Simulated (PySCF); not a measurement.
# C₂H₇BOSi: NMR shifts at several levels of theory

How much do the NMR shifts of C₂H₇BOSi (`B/C=C/O[SiH3]`) depend on the level of theory, and what does each level cost?

Computed with PySCF 2.14.0, with density-fitted response routines of our own, on a single molecule in the gas phase. Atoms are numbered from 0 throughout.

## 1. Starting geometry

12 atoms, charge 0, multiplicity 1; geometry from: PBE0-D3(BJ)/def2-SVP.

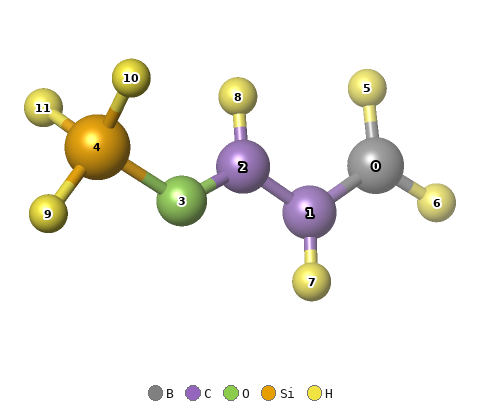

The starting geometry (boron grey, carbon purple, oxygen green, silicon amber, hydrogen yellow), atoms numbered.

## 2. NMR shieldings: PBE0/pcSseg-2

Job settings and geometry (Å):

```
{"job": {"kind": "nmr", "xc": "PBE0", "basis": "pcSseg-2", "pop": false}, "charge": 0, "multiplicity": 1}
B      2.618080     0.304391     0.502080
C      1.495181    -0.161738    -0.409350
C      0.214086     0.004663    -0.003664
O     -0.845799    -0.367372    -0.719002
Si    -2.468436    -0.194536    -0.266155
H      2.340397     0.815031     1.568007
H      3.783316     0.182160     0.199568
H      1.646673    -0.633434    -1.386486
H      0.003856     0.472809     0.971325
H     -3.251298    -0.759129    -1.392160
H     -2.712454    -0.947635     0.997576
H     -2.773636     1.250534    -0.060323
```

Level: GIAO PBE0/pcSseg-2 NMR shielding, non-relativistic, gas phase.

Started as:

```sh
$ OMP_NUM_THREADS=1 python probes_run.py task.json out
```

One launch serves the whole session: the jobs run in the order shown.

Log:

```text
coarse grid: 10312 points
cycle   1  E = -469.6333839284  dE =  3.281e-01  |g| = 6.479e-01  |ddm| = 2.348e+00
cycle   2  E = -469.5428929823  dE =  9.049e-02  |g| = 9.451e-01  |ddm| = 1.159e+00
cycle   3  E = -469.7150166191  dE = -1.721e-01  |g| = 8.497e-02  |ddm| = 7.912e-01
cycle   4  E = -469.7160295746  dE = -1.013e-03  |g| = 4.562e-02  |ddm| = 8.647e-02
cycle   5  E = -469.7164966051  dE = -4.670e-04  |g| = 1.726e-02  |ddm| = 4.029e-02
cycle   6  E = -469.7165649154  dE = -6.831e-05  |g| = 3.333e-03  |ddm| = 1.256e-02
cycle   7  E = -469.7165675876  dE = -2.672e-06  |g| = 9.089e-04  |ddm| = 3.035e-03
final grid: 94368 points
cycle   8  E = -469.7208656940  dE = -5.770e-05  |g| = 7.529e-03  |ddm| = 2.965e-02
cycle   9  E = -469.7208530765  dE =  1.262e-05  |g| = 1.102e-02  |ddm| = 1.028e-02
cycle  10  E = -469.7208772188  dE = -2.414e-05  |g| = 1.405e-03  |ddm| = 6.498e-03
cycle  11  E = -469.7208776137  dE = -3.949e-07  |g| = 3.687e-04  |ddm| = 1.290e-03
cycle  12  E = -469.7208776442  dE = -3.054e-08  |g| = 1.276e-04  |ddm| = 3.084e-04
cycle  13  E = -469.7208776484  dE = -4.231e-09  |g| = 4.169e-05  |ddm| = 1.136e-04
cycle  14  E = -469.7208776489  dE = -4.061e-10  |g| = 4.987e-06  |ddm| = 2.858e-05
converged SCF energy = -469.7208776489

GIAO shielding tensors (ppm)
atom      isotropic    diamagn.    paramagn.     s11        s22        s33       span
  0 B       29.814     192.045    -162.232    -27.732     -9.917    127.091    154.822
  1 C       55.746     255.769    -200.023    -38.376     38.047    167.567    205.943
  2 C       -3.589     253.081    -256.670   -107.539     11.715     85.057    192.596
  3 O      177.244     391.597    -214.352     50.333    180.718    300.682    250.348
  4 Si     369.426     877.076    -507.651    322.696    342.256    443.324    120.628
  5 H       24.856      30.017      -5.160     18.919     27.438     28.212      9.293
  6 H       24.661      28.364      -3.703     20.266     26.639     27.079      6.813
  7 H       24.786      31.672      -6.885     21.116     24.774     28.468      7.351
  8 H       23.819      33.581      -9.762     21.368     22.011     28.077      6.709
  9 H       26.173      28.090      -1.917     23.314     24.874     30.331      7.017
 10 H       26.161      28.638      -2.477     23.582     24.564     30.336      6.754
 11 H       26.157      28.632      -2.475     23.579     24.560     30.333      6.754
```

Run time: 31 s. Hardware: 1 thread of Arm Neoverse V1, shared host; peak memory 1.1 GiB.

Shifts follow as δ = σ(reference) − σ, with reference shieldings (ppm) from runs at the same level and on the same kind of geometry: ¹H TMS 31.25, ¹³C TMS 184.1, ²⁹Si TMS 341.3, ¹⁷O H2O 328.2, ¹¹B BF3·OEt2 99.1. The references are single molecules in the gas phase, so shifts against H2O, NH3, PH3, H3PO4 or CFCl3 are not on the usual liquid scales and can be off by tens of ppm. Atoms listed in one row are averaged.

| atoms | environment | σ (ppm) | δ (ppm) |
| --- | --- | --- | --- |
| C2 | alkene carbon bearing oxygen | -3.6 | 187.7 |
| C1 | β carbon of an enol-ether or enamine type C=C | 55.7 | 128.4 |
| H8 | hydrogen on an alkene carbon bearing oxygen | 23.82 | 7.43 |
| H5, H6 | hydrogen on a boron bonded to C | 24.76 | 6.49 |
| H7 | hydrogen on a β carbon of an enol-ether or enamine type C=C | 24.79 | 6.46 |
| H9, H10, H11 | hydrogen on a silicon bonded to O | 26.16 | 5.08 |
| B0 | boron bonded to C, 2 H | 29.8 | 69.3 |
| O3 | oxygen bonded to C, Si | 177.2 | 150.9 |
| Si4 | silicon bonded to O, 3 H | 369.4 | -28.1 |

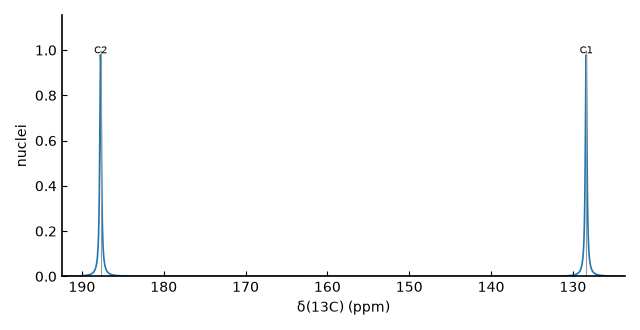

¹³C lines at the computed shifts, without couplings. Lines are broadened to a width of 0.24 ppm (Lorentzian).

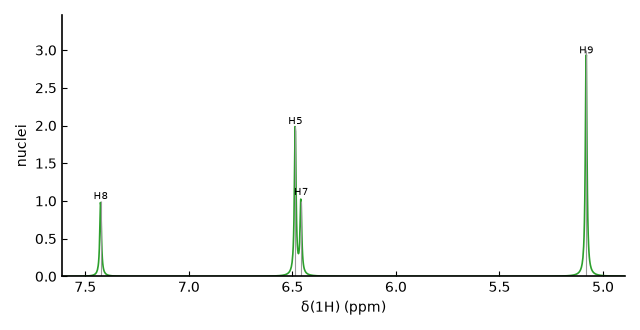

¹H lines at the computed shifts, without couplings. Lines are broadened to a width of 0.01 ppm (Lorentzian).

## 3. Nuclear shieldings: mPW1PW91/pcSseg-2

The job, as its differences from that of step 2:

```diff
@@ -1,2 +1,2 @@
-{"job": {"kind": "nmr", "xc": "PBE0", "basis": "pcSseg-2", "pop": false}, "charge": 0, "multiplicity": 1}
+{"job": {"kind": "nmr", "xc": "mPW1PW91", "basis": "pcSseg-2", "pop": false}, "charge": 0, "multiplicity": 1}
 B      2.618080     0.304391     0.502080
```

Method: GIAO mPW1PW91/pcSseg-2 NMR shielding, non-relativistic, gas phase.

Log:

```text
coarse grid: 10312 points
cycle   1  E = -469.9374522810  dE =  3.274e-01  |g| = 6.620e-01  |ddm| = 2.338e+00
cycle   2  E = -469.8421848059  dE =  9.527e-02  |g| = 9.692e-01  |ddm| = 1.195e+00
cycle   3  E = -470.0217428617  dE = -1.796e-01  |g| = 8.903e-02  |ddm| = 8.205e-01
cycle   4  E = -470.0228145658  dE = -1.072e-03  |g| = 4.989e-02  |ddm| = 9.065e-02
cycle   5  E = -470.0233863631  dE = -5.718e-04  |g| = 1.735e-02  |ddm| = 4.280e-02
cycle   6  E = -470.0234557319  dE = -6.937e-05  |g| = 3.338e-03  |ddm| = 1.270e-02
cycle   7  E = -470.0234584361  dE = -2.704e-06  |g| = 9.141e-04  |ddm| = 3.072e-03
final grid: 94368 points
cycle   8  E = -470.0273994371  dE = -5.359e-05  |g| = 5.135e-03  |ddm| = 2.999e-02
cycle   9  E = -470.0273948488  dE =  4.588e-06  |g| = 6.978e-03  |ddm| = 7.165e-03
cycle  10  E = -470.0274053011  dE = -1.045e-05  |g| = 9.878e-04  |ddm| = 4.200e-03
cycle  11  E = -470.0274054727  dE = -1.716e-07  |g| = 3.271e-04  |ddm| = 9.380e-04
cycle  12  E = -470.0274054953  dE = -2.263e-08  |g| = 1.026e-04  |ddm| = 2.711e-04
cycle  13  E = -470.0274054982  dE = -2.842e-09  |g| = 3.336e-05  |ddm| = 9.380e-05
cycle  14  E = -470.0274054984  dE = -2.697e-10  |g| = 4.459e-06  |ddm| = 2.307e-05
converged SCF energy = -470.0274054984

GIAO shielding tensors (ppm)
atom      isotropic    diamagn.    paramagn.     s11        s22        s33       span
  0 B       30.376     192.689    -162.312    -26.845     -8.678    126.652    153.496
  1 C       55.337     255.784    -200.447    -38.891     37.785    167.117    206.007
  2 C       -4.100     253.083    -257.183   -108.896     11.724     84.873    193.769
  3 O      177.420     391.511    -214.092     51.628    180.022    300.608    248.980
  4 Si     368.810     877.191    -508.382    322.897    342.291    441.241    118.344
  5 H       24.958      30.080      -5.122     19.083     27.496     28.296      9.213
  6 H       24.766      28.424      -3.658     20.423     26.721     27.152      6.729
  7 H       24.877      31.708      -6.832     21.226     24.840     28.563      7.337
  8 H       23.881      33.614      -9.733     21.413     22.080     28.150      6.737
  9 H       26.260      28.152      -1.892     23.407     24.958     30.415      7.008
 10 H       26.245      28.727      -2.483     23.668     24.655     30.411      6.744
 11 H       26.241      28.722      -2.481     23.664     24.651     30.408      6.744
```

It took 31 s on 1 thread of Arm Neoverse V1, shared host; peak memory 1.1 GiB.

In short: δ C2 187.6, C1 128.2, B0 68.7, O3 149.7, H8 7.41, H5 6.43 ppm (means over like atoms).

## 4. Shielding tensors: WP04/pcSseg-2

The job, as its differences from that of step 3:

```diff
@@ -1,2 +1,2 @@
-{"job": {"kind": "nmr", "xc": "mPW1PW91", "basis": "pcSseg-2", "pop": false}, "charge": 0, "multiplicity": 1}
+{"job": {"kind": "nmr", "xc": "WP04", "basis": "pcSseg-2", "pop": false}, "charge": 0, "multiplicity": 1}
 B      2.618080     0.304391     0.502080
```

With the program's defaults for keys left out, this is: GIAO WP04/pcSseg-2 NMR shielding, non-relativistic, gas phase.

Log:

```text
coarse grid: 10312 points
cycle   1  E = -477.4578054022  dE =  2.802e-01  |g| = 9.729e-01  |ddm| = 2.311e+00
cycle   2  E = -477.0618738635  dE =  3.959e-01  |g| = 1.696e+00  |ddm| = 2.092e+00
cycle   3  E = -477.6147813350  dE = -5.529e-01  |g| = 2.608e-01  |ddm| = 1.769e+00
cycle   4  E = -477.6240098889  dE = -9.229e-03  |g| = 1.623e-01  |ddm| = 2.705e-01
cycle   5  E = -477.6306715258  dE = -6.662e-03  |g| = 3.935e-02  |ddm| = 1.200e-01
cycle   6  E = -477.6310390073  dE = -3.675e-04  |g| = 1.101e-02  |ddm| = 3.295e-02
cycle   7  E = -477.6310692697  dE = -3.026e-05  |g| = 2.658e-03  |ddm| = 9.418e-03
cycle   8  E = -477.6310712270  dE = -1.957e-06  |g| = 4.093e-04  |ddm| = 2.313e-03
final grid: 94368 points
cycle   9  E = -477.6400775469  dE = -9.533e-05  |g| = 6.169e-03  |ddm| = 4.327e-02
cycle  10  E = -477.6400679069  dE =  9.640e-06  |g| = 8.921e-03  |ddm| = 9.595e-03
cycle  11  E = -477.6400854318  dE = -1.752e-05  |g| = 2.053e-03  |ddm| = 6.086e-03
cycle  12  E = -477.6400862438  dE = -8.120e-07  |g| = 6.384e-04  |ddm| = 1.674e-03
cycle  13  E = -477.6400863362  dE = -9.242e-08  |g| = 2.231e-04  |ddm| = 5.289e-04
cycle  14  E = -477.6400863487  dE = -1.248e-08  |g| = 7.818e-05  |ddm| = 1.869e-04
cycle  15  E = -477.6400863501  dE = -1.425e-09  |g| = 1.092e-05  |ddm| = 5.343e-05
cycle  16  E = -477.6400863502  dE = -2.717e-11  |g| = 2.246e-06  |ddm| = 1.115e-05
converged SCF energy = -477.6400863502

GIAO shielding tensors (ppm)
atom      isotropic    diamagn.    paramagn.     s11        s22        s33       span
  0 B       28.392     191.417    -163.025    -25.286     -6.902    117.364    142.650
  1 C       46.657     254.467    -207.809    -47.514     30.831    156.655    204.170
  2 C      -11.803     254.201    -266.004   -118.170      6.272     76.489    194.659
  3 O      172.339     393.434    -221.094     61.072    168.793    287.153    226.081
  4 Si     365.998     879.035    -513.037    329.246    347.411    421.339     92.093
  5 H       26.141      30.978      -4.837     20.886     28.215     29.322      8.435
  6 H       25.942      28.766      -2.824     22.054     27.803     27.968      5.914
  7 H       25.653      32.111      -6.458     22.161     25.467     29.331      7.170
  8 H       24.475      34.245      -9.771     21.991     22.802     28.630      6.639
  9 H       27.277      28.702      -1.425     24.474     25.953     31.405      6.931
 10 H       27.226      29.531      -2.305     24.706     25.674     31.297      6.591
 11 H       27.222      29.524      -2.302     24.703     25.670     31.294      6.591
```

Wall time 32 s (1 thread of Arm Neoverse V1, shared host); peak memory 1.1 GiB.

This run: δ C2 183.9, C1 125.4, B0 65.8, O3 141.7, H8 7.14, H7 5.96 ppm.

## 5. Nuclear shieldings: B97-2/pcSseg-2

The job, as its differences from that of step 4:

```diff
@@ -1,2 +1,2 @@
-{"job": {"kind": "nmr", "xc": "WP04", "basis": "pcSseg-2", "pop": false}, "charge": 0, "multiplicity": 1}
+{"job": {"kind": "nmr", "xc": "B97-2", "basis": "pcSseg-2", "pop": false}, "charge": 0, "multiplicity": 1}
 B      2.618080     0.304391     0.502080
```

Level: GIAO B97-2/pcSseg-2 NMR shielding, non-relativistic, gas phase.

Log:

```text
coarse grid: 10312 points
cycle   1  E = -469.9195122073  dE =  3.115e-01  |g| = 6.713e-01  |ddm| = 2.354e+00
cycle   2  E = -469.8072833705  dE =  1.122e-01  |g| = 1.014e+00  |ddm| = 1.265e+00
cycle   3  E = -470.0066449068  dE = -1.994e-01  |g| = 9.436e-02  |ddm| = 8.974e-01
cycle   4  E = -470.0078223851  dE = -1.177e-03  |g| = 5.616e-02  |ddm| = 1.027e-01
cycle   5  E = -470.0085656155  dE = -7.432e-04  |g| = 1.856e-02  |ddm| = 4.755e-02
cycle   6  E = -470.0086471731  dE = -8.156e-05  |g| = 3.749e-03  |ddm| = 1.390e-02
cycle   7  E = -470.0086506296  dE = -3.457e-06  |g| = 1.045e-03  |ddm| = 3.594e-03
final grid: 94368 points
cycle   8  E = -470.0125250744  dE = -7.761e-05  |g| = 4.293e-03  |ddm| = 3.917e-02
cycle   9  E = -470.0125231766  dE =  1.898e-06  |g| = 4.740e-03  |ddm| = 5.126e-03
cycle  10  E = -470.0125274991  dE = -4.322e-06  |g| = 1.524e-03  |ddm| = 3.543e-03
cycle  11  E = -470.0125278946  dE = -3.954e-07  |g| = 4.467e-04  |ddm| = 1.237e-03
cycle  12  E = -470.0125279411  dE = -4.656e-08  |g| = 1.007e-04  |ddm| = 3.612e-04
cycle  13  E = -470.0125279434  dE = -2.294e-09  |g| = 4.148e-05  |ddm| = 9.707e-05
cycle  14  E = -470.0125279439  dE = -4.632e-10  |g| = 7.593e-06  |ddm| = 3.167e-05
converged SCF energy = -470.0125279439

GIAO shielding tensors (ppm)
atom      isotropic    diamagn.    paramagn.     s11        s22        s33       span
  0 B       34.522     192.478    -157.957    -20.586     -2.388    126.538    147.124
  1 C       58.866     256.020    -197.154    -32.702     42.343    166.956    199.657
  2 C        0.066     253.730    -253.664   -101.238     15.736     85.699    186.937
  3 O      179.177     392.030    -212.853     56.653    181.344    299.533    242.880
  4 Si     377.972     877.272    -499.300    333.773    352.955    447.188    113.415
  5 H       25.170      30.236      -5.067     19.482     27.620     28.407      8.924
  6 H       24.969      28.382      -3.413     20.801     26.827     27.281      6.480
  7 H       25.024      31.810      -6.786     21.501     24.967     28.603      7.102
  8 H       23.975      33.810      -9.835     21.511     22.277     28.137      6.627
  9 H       26.405      28.259      -1.854     23.552     25.106     30.556      7.004
 10 H       26.378      28.879      -2.501     23.806     24.795     30.532      6.726
 11 H       26.374      28.873      -2.499     23.802     24.791     30.528      6.726
```

Run time: 31 s. Hardware: 1 thread of Arm Neoverse V1, shared host; peak memory 1.1 GiB.

This run: δ C2 183.4, C1 124.6, B0 65.6, O3 147.1, H8 7.38, H7 6.34 ppm.

## 6. NMR shieldings: BHandHLYP/pcSseg-2

The job, as its differences from that of step 5:

```diff
@@ -1,2 +1,2 @@
-{"job": {"kind": "nmr", "xc": "B97-2", "basis": "pcSseg-2", "pop": false}, "charge": 0, "multiplicity": 1}
+{"job": {"kind": "nmr", "xc": "BHandHLYP", "basis": "pcSseg-2", "pop": false}, "charge": 0, "multiplicity": 1}
 B      2.618080     0.304391     0.502080
```

Method: GIAO BHandHLYP/pcSseg-2 NMR shielding, non-relativistic, gas phase.

Log:

```text
coarse grid: 10312 points
cycle   1  E = -469.8843427919  dE =  3.834e-01  |g| = 6.164e-01  |ddm| = 2.306e+00
cycle   2  E = -469.8807140787  dE =  3.629e-03  |g| = 6.726e-01  |ddm| = 8.158e-01
cycle   3  E = -469.9615876535  dE = -8.087e-02  |g| = 6.354e-02  |ddm| = 4.592e-01
cycle   4  E = -469.9621429659  dE = -5.553e-04  |g| = 3.708e-02  |ddm| = 6.365e-02
cycle   5  E = -469.9624699650  dE = -3.270e-04  |g| = 9.997e-03  |ddm| = 3.089e-02
cycle   6  E = -469.9624917361  dE = -2.177e-05  |g| = 1.581e-03  |ddm| = 7.098e-03
cycle   7  E = -469.9624925319  dE = -7.958e-07  |g| = 7.385e-04  |ddm| = 1.721e-03
final grid: 94368 points
cycle   8  E = -469.9676378269  dE = -2.214e-05  |g| = 2.355e-03  |ddm| = 2.077e-02
cycle   9  E = -469.9676381800  dE = -3.532e-07  |g| = 2.058e-03  |ddm| = 3.181e-03
cycle  10  E = -469.9676392388  dE = -1.059e-06  |g| = 2.465e-04  |ddm| = 1.580e-03
cycle  11  E = -469.9676392487  dE = -9.831e-09  |g| = 1.904e-04  |ddm| = 2.644e-04
cycle  12  E = -469.9676392564  dE = -7.716e-09  |g| = 3.187e-05  |ddm| = 1.374e-04
cycle  13  E = -469.9676392567  dE = -2.944e-10  |g| = 1.202e-05  |ddm| = 2.810e-05
converged SCF energy = -469.9676392567

GIAO shielding tensors (ppm)
atom      isotropic    diamagn.    paramagn.     s11        s22        s33       span
  0 B       34.479     190.403    -155.924    -22.330     -1.122    126.889    149.219
  1 C       57.445     254.656    -197.211    -40.440     44.122    168.653    209.093
  2 C       -4.287     251.403    -255.690   -119.272     17.175     89.235    208.507
  3 O      193.463     392.846    -199.383     79.503    195.345    305.541    226.038
  4 Si     379.804     875.794    -495.990    338.693    356.401    444.316    105.623
  5 H       25.356      30.088      -4.732     19.819     27.537     28.712      8.892
  6 H       25.159      28.490      -3.330     21.242     27.014     27.222      5.980
  7 H       25.154      31.904      -6.750     21.652     24.842     28.968      7.316
  8 H       24.123      33.522      -9.399     21.622     22.185     28.562      6.940
  9 H       26.622      28.266      -1.645     23.719     25.229     30.917      7.198
 10 H       26.636      28.767      -2.132     24.028     25.020     30.859      6.830
 11 H       26.632      28.763      -2.130     24.025     25.016     30.856      6.831
```

Run time: 30 s. Hardware: 1 thread of Arm Neoverse V1, shared host; peak memory 1.1 GiB.

In short: δ C2 188.6, C1 126.8, B0 69.1, O3 133.2, H8 7.33, H7 6.29 ppm.

## 7. Nuclear shieldings: CAM-B3LYP/pcSseg-2

The job, as its differences from that of step 6:

```diff
@@ -1,2 +1,2 @@
-{"job": {"kind": "nmr", "xc": "BHandHLYP", "basis": "pcSseg-2", "pop": false}, "charge": 0, "multiplicity": 1}
+{"job": {"kind": "nmr", "xc": "CAM-B3LYP", "basis": "pcSseg-2", "pop": false}, "charge": 0, "multiplicity": 1}
 B      2.618080     0.304391     0.502080
```

Method: GIAO CAM-B3LYP/pcSseg-2 NMR shielding, non-relativistic, gas phase.

Log:

```text
coarse grid: 10312 points
cycle   1  E = -469.8920233096  dE =  3.786e-01  |g| = 6.757e-01  |ddm| = 2.306e+00
cycle   2  E = -469.8581038672  dE =  3.392e-02  |g| = 8.406e-01  |ddm| = 9.466e-01
cycle   3  E = -469.9792502109  dE = -1.211e-01  |g| = 8.198e-02  |ddm| = 5.701e-01
cycle   4  E = -469.9801919287  dE = -9.417e-04  |g| = 4.645e-02  |ddm| = 7.811e-02
cycle   5  E = -469.9806939887  dE = -5.021e-04  |g| = 1.112e-02  |ddm| = 3.614e-02
cycle   6  E = -469.9807207387  dE = -2.675e-05  |g| = 2.017e-03  |ddm| = 8.579e-03
cycle   7  E = -469.9807220127  dE = -1.274e-06  |g| = 8.549e-04  |ddm| = 2.179e-03
final grid: 94368 points
cycle   8  E = -469.9879377722  dE = -3.656e-05  |g| = 3.071e-03  |ddm| = 2.191e-02
cycle   9  E = -469.9879382286  dE = -4.564e-07  |g| = 2.753e-03  |ddm| = 4.004e-03
cycle  10  E = -469.9879400752  dE = -1.847e-06  |g| = 2.824e-04  |ddm| = 2.072e-03
cycle  11  E = -469.9879400873  dE = -1.215e-08  |g| = 2.314e-04  |ddm| = 2.997e-04
cycle  12  E = -469.9879400980  dE = -1.066e-08  |g| = 4.758e-05  |ddm| = 1.673e-04
cycle  13  E = -469.9879400986  dE = -6.230e-10  |g| = 1.660e-05  |ddm| = 3.870e-05
converged SCF energy = -469.9879400986

GIAO shielding tensors (ppm)
atom      isotropic    diamagn.    paramagn.     s11        s22        s33       span
  0 B       25.287     189.925    -164.638    -34.827    -14.974    125.663    160.491
  1 C       52.575     253.604    -201.029    -45.316     37.083    165.957    211.273
  2 C       -9.015     251.284    -260.299   -120.330      9.827     83.458    203.788
  3 O      185.513     391.993    -206.480     65.817    189.736    300.986    235.168
  4 Si     360.884     876.432    -515.548    313.851    333.664    435.136    121.285
  5 H       24.978      29.843      -4.864     18.975     27.482     28.478      9.503
  6 H       24.773      28.607      -3.834     20.351     26.837     27.131      6.780
  7 H       24.925      31.736      -6.810     21.209     24.884     28.683      7.474
  8 H       23.915      33.284      -9.369     21.548     21.941     28.257      6.709
  9 H       26.337      28.132      -1.795     23.497     25.013     30.502      7.005
 10 H       26.350      28.526      -2.176     23.794     24.754     30.502      6.709
 11 H       26.346      28.522      -2.175     23.790     24.750     30.499      6.709
```

Wall time 42 s (1 thread of Arm Neoverse V1, shared host); peak memory 1.3 GiB.

Key values: δ C2 191.6, C1 130.0, B0 72.6, O3 144.3, H8 7.42, H5 6.46 ppm (means over like atoms).

(Part 1 of 2 ends here.)
